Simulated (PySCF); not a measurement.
**BH2Cl− (SMILES [BH2-]Cl) at UCCSD(T)/STO-3G**

Aim: the vertical doublet–quartet gap of BH2Cl− at UCCSD(T)/STO-3G, from 2 runs. The job is set up through a Python script.

The calculation is run with PySCF 2.14.0.

13 further runs of the same task are left out: 13 set aside as unsound or not needed.

## (1) The structure to begin with

BH2Cl− has 4 atoms, charge -1, and is taken as a doublet. SMILES: `[BH2-]Cl`. The coordinates come from a GFN2-xTB relaxation.

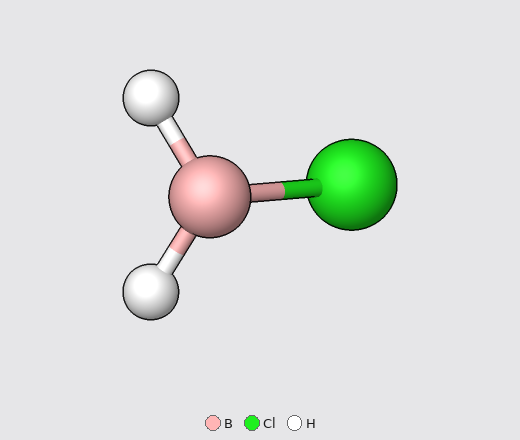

The structure, seen from a chosen angle (boron pink, chlorine green, hydrogen white).

## (2) A single-point energy at UCCSD(T)/STO-3G

File run.py:

```python
from pyscf import gto, cc

molecule = gto.Mole()
molecule.atom = '''
B       -0.072740      -0.194320      -0.337270
Cl       1.390160       0.062360       0.884750
H       -0.963970      -0.752550       0.264630
H       -0.353460       0.884500      -0.812110
'''
molecule.spin = 1
molecule.charge = -1
molecule.verbose = 3
molecule.basis = 'sto-3g'
molecule.max_memory = 1860
molecule.build()

mf = molecule.UHF()
mf.conv_tol = 1e-10
mf.kernel()
if not mf.converged:
    mf = mf.newton().run(mf.mo_coeff, mf.mo_occ)

mycc = cc.CCSD(mf, frozen=6)
mycc.kernel()
e_t = mycc.ccsd_t()
energy = mycc.e_tot + e_t
print('E = %.10f Eh' % energy)
```

Run with:

```
$ OMP_NUM_THREADS=1 python run.py
```

Output:

```text
converged SCF energy = -479.988499262775  <S^2> = 0.7551466  2S+1 = 2.00514
E(UCCSD) = -480.0342655320051  E_corr = -0.04576626923028122
UCCSD(T) correction = -0.000370378301143578
E = -480.0346359103 Eh
```

It took 0.7 s on 1 thread of Arm Neoverse V2, shared host; peak memory 0.12 GiB.

## (3) The quartet

File input.py:

```python
from pyscf import gto, scf, cc

mol = gto.M(
    atom='B -0.072740 -0.194320 -0.337270; Cl 1.390160 0.062360 0.884750; H -0.963970 -0.752550 0.264630; H -0.353460 0.884500 -0.812110',
    basis='sto-3g',
    max_memory=1860,
    spin=3,
    verbose=4,
    charge=-1,
)

myscf = scf.UHF(mol)
myscf.conv_tol = 1e-10
myscf.kernel()
if not myscf.converged:
    myscf = myscf.newton().run(myscf.mo_coeff, myscf.mo_occ)

mycc = cc.CCSD(myscf, frozen=6)
mycc.kernel()
e_t = mycc.ccsd_t()
energy = mycc.e_tot + e_t
print('E = %.10f Eh' % energy)
```

Run with:

```
$ OMP_NUM_THREADS=1 python input.py
```

Output:

```text
PySCF version 2.14.0

[INPUT] num. atoms = 4
[INPUT] num. electrons = 25
[INPUT] charge = -1
[INPUT] spin (= nelec alpha-beta = 2S) = 3
[INPUT] symmetry False subgroup None
[INPUT] Mole.unit = angstrom
[INPUT] Symbol           X                Y                Z      unit          X                Y                Z       unit  Magmom
[INPUT]  1 B     -0.072740000000  -0.194320000000  -0.337270000000 AA   -0.137458678301  -0.367211580525  -0.637347930032 Bohr   0.0
[INPUT]  2 Cl     1.390160000000   0.062360000000   0.884750000000 AA    2.627021669325   0.117843321128   1.671935188709 Bohr   0.0
[INPUT]  3 H     -0.963970000000  -0.752550000000   0.264630000000 AA   -1.821639292297  -1.422113395041   0.500078224344 Bohr   0.0
[INPUT]  4 H     -0.353460000000   0.884500000000  -0.812110000000 AA   -0.667942595989   1.671462757178  -1.534665483021 Bohr   0.0

nuclear repulsion = 35.0185066390499
number of shells = 10
number of NR pGTOs = 48
number of NR cGTOs = 16
basis = sto-3g
ecp = {}

[... 20 lines left out ...]
WARN: HOMO 0.324263844173063 >= LUMO -0.313667970661389
[... 11 lines left out ...]
WARN: HOMO 0.357187943262383 >= LUMO 0.281427006837067
[... 11 lines left out ...]
WARN: HOMO 0.357663178213498 >= LUMO 0.289357324398854
[... 11 lines left out ...]
WARN: HOMO 0.359299786181115 >= LUMO 0.282627817647608
[... 11 lines left out ...]
WARN: HOMO 0.360457019076999 >= LUMO 0.291371304565273
[... 11 lines left out ...]
WARN: HOMO 0.360461502672586 >= LUMO 0.291513768329283
[... 11 lines left out ...]
WARN: HOMO 0.360463596407184 >= LUMO 0.2915040200588
[... 11 lines left out ...]
WARN: HOMO 0.360460419945042 >= LUMO 0.291512677288834
[... 11 lines left out ...]
WARN: HOMO 0.360457804944634 >= LUMO 0.291511567261615
[... 11 lines left out ...]
WARN: HOMO 0.360457307202159 >= LUMO 0.291513375114615
[... 11 lines left out ...]
WARN: HOMO 0.360456653274739 >= LUMO 0.291513208520541
[... 8 lines left out ...]
converged SCF energy = -479.544538418064  <S^2> = 3.7524761  2S+1 = 4.0012379
[... 40 lines left out ...]
UCCSD converged
[... 2 lines left out ...]
E = -479.5865531243 Eh
```

Wall time 0.72 s (1 thread of Arm Neoverse V2, shared host); peak memory 0.1 GiB.

## (4) Results

At UCCSD(T)/STO-3G, 6 core orbitals frozen:

```
                                                           quantity          value
                                              doublet: total energy  -480.03464 Eh
doublet: HOMO energy (Hartree–Fock orbitals) (highest over α and β)        1.42 eV
 doublet: LUMO energy (Hartree–Fock orbitals) (lowest over α and β)       17.61 eV
               doublet: correlation energy (6 core orbitals frozen)      -46.1 mEh
                                            doublet: (T) correction      -0.37 mEh
                         doublet: ⟨S²⟩ of the reference determinant          0.755
                                             doublet: T1 diagnostic          0.006
                                              quartet: total energy  -479.58655 Eh
quartet: HOMO energy (Hartree–Fock orbitals) (highest over α and β)        9.81 eV
               quartet: correlation energy (6 core orbitals frozen)      -42.0 mEh
                                            quartet: (T) correction      -0.47 mEh
                         quartet: ⟨S²⟩ of the reference determinant          3.752
                                             quartet: T1 diagnostic          0.022
                   vertical energy of the quartet above the doublet      12.193 eV
```

In words: At this shape the quartet lies 12.19 eV (281 kcal/mol) above the doublet. For an anion a state so high probably lies above electron detachment. In a minimal basis such a difference can be off by several eV, whatever the method. The triples (doublet) make up 0.8 % of the correlation energy. The HOMO (doublet) lies at positive energy, 1.42 eV: the electron is unbound at this level or held by a compact basis; values depend on the basis. Mulliken charges (quartet) of the mean-field density run from -0.44 on B1 to -0.13 on Cl2; they depend strongly on the basis. The triples (quartet) make up 1.1 % of the correlation energy.
